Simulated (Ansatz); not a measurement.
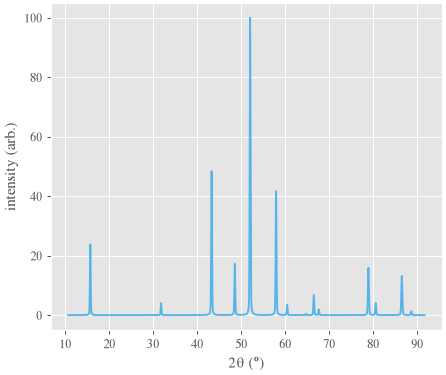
Simulated powder pattern, Fe Kα, λ = 1.93735 Å

The pattern belongs to a structure relaxed with r²SCAN in the plane-wave PAW code Ansatz.

Question: Which of these materials gives this?
A) NiAu, P4/nmm (Au on 2c, Ni on 2c)
B) Au, diamond
C) SiNi, Pnma (Si on 4c, Ni on 4c)
D) Al2Au, MoSi2 or CaC2 type

Answer: A, NiAu, P4/nmm (Au on 2c, Ni on 2c)

The start of the workflow was typed in or built on a structure type; neither database checked (COD, Materials Project) lists it. Its standing as an ambient phase is unchecked. The r²SCAN relaxation kept the symmetry of its start; whether a distortion lowers the energy is not shown. The final state is ferromagnetic, chosen from 2 collinear starts compared on coarse meshes (ties went to the first, and starts can fall back to one state), not a proven ground state. Other orbital occupations within this spin state were not tried. Spin–orbit coupling is left out wherever it is not named.

Potentials: the earlier of the program's two PAW sets.
